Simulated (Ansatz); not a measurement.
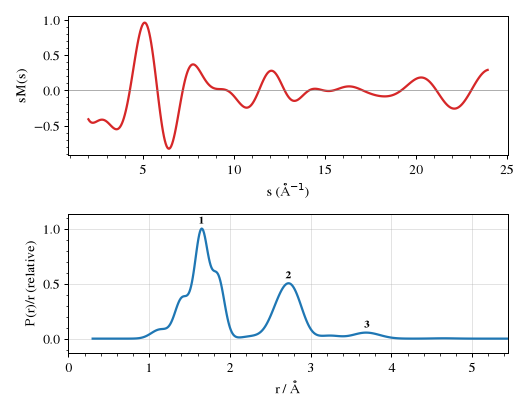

Simulated gas electron diffraction: reduced molecular intensity sM(s) from the Debye equation in the first Born approximation (top) and the radial distribution curve (bottom) of CH₄BFSi. Each pair of atoms contributes with weight ZᵢZⱼ/r; damping constant 0.002 Å²; vibrational amplitudes assumed, not computed: 0.05 Å for bonds, 0.078 Å for bonds to H, 0.06 + 0.015 r up to 0.15 Å for other pairs. The geometry is the end point of an optimisation (RKS PBE-D4/def2-SVP in Ansatz); it may be a saddle point or a higher isomer.

Question: Assign the numbered peaks of the radial distribution curve (– bonded, ··· not bonded).

Answer: Peak 1, 1.65 Å: Si–H 1.50 Å (×2), Si–F 1.65 Å, not resolved; in its flanks C–B 1.39 Å, Si–C 1.85 Å
Peak 2, 2.73 Å: F···H 2.55 Å (×2), C···H 2.58–2.80 Å (×3), Si···B 2.67 Å, F···B 2.80 Å, F···C 2.80 Å, not resolved
Peak 3, 3.69 Å: Si···H 3.62 Å, B···H 3.71 Å (×2), F···H 3.82 Å, not resolved
